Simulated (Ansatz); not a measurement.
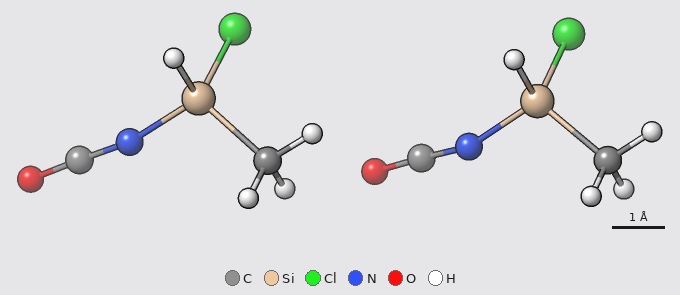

Two geometries of C2H4ClNOSi, drawn at one scale. One is the start of a relaxation, the other its converged end. A ball-and-stick model, seen at a tilt.

These are results of RKS PBE0-D4/def2-TZVP (Ansatz 0.2.0), not measurements. Settings: force threshold 0.005 eV/Å; at most 150 steps.

**Which geometry has the lower energy?**

The right one is the relaxed one. The start comes from PBE-D4/def2-SVP. The largest move after the best rigid fit is that of the O atom, 0.19 Å. By element the largest moves are O 0.19 Å, Cl 0.16 Å, N 0.14 Å, H 0.07 Å, Si 0.06 Å, C 0.05 Å. Some distances before and after: Cl–Si 2.084 → 2.055 Å, N–Si 1.729 → 1.707 Å, C–Si 1.866 → 1.845 Å, H–Si 1.497 → 1.478 Å. Among the angles between lasting bonds that change: Si–N–C 166.4° → 155.4°. The energy falls by 7.47 kJ/mol in 12 geometry steps. The largest force component goes from 1.3 to 0.002 eV/Å.
